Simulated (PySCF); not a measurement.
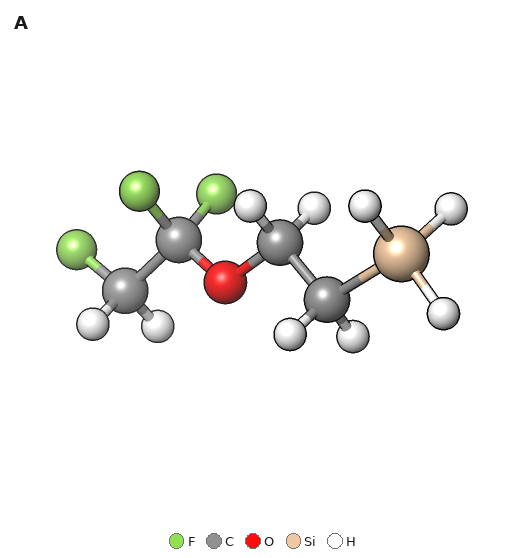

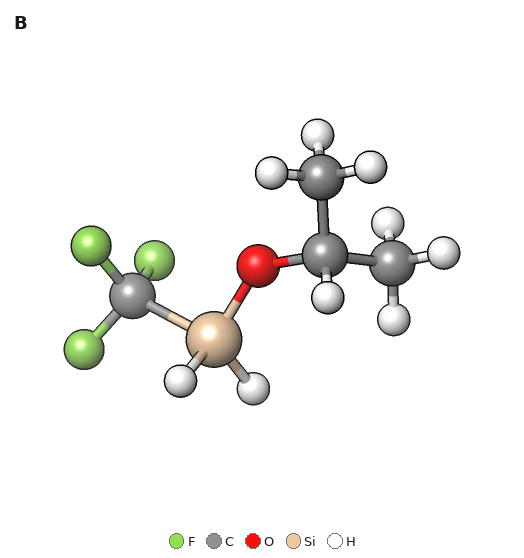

2 stationary structures of one formula. Geometries: GFN2-xTB. Electronic energies: PBE0/pcSseg-1 (PySCF 2.14.0), without zero-point energy. No frequency run is at hand to confirm each as a minimum. Each is one conformer, not always the lowest.

Are they conformers, stereoisomers or constitutional isomers?

They are constitutional isomers of C4H9F3OSi: A `FCC(F)(F)OCC[SiH3]`, B `CC(C)O[SiH2]C(F)(F)F`.

Which structure is the most stable?

B is lowest; A lies 111.9 kJ/mol above it.

The geometry is semi-empirical. Around Si such bond lengths and angles can be off by a tenth of an ångström or more and by several degrees, and values that hang on the shape move with them.
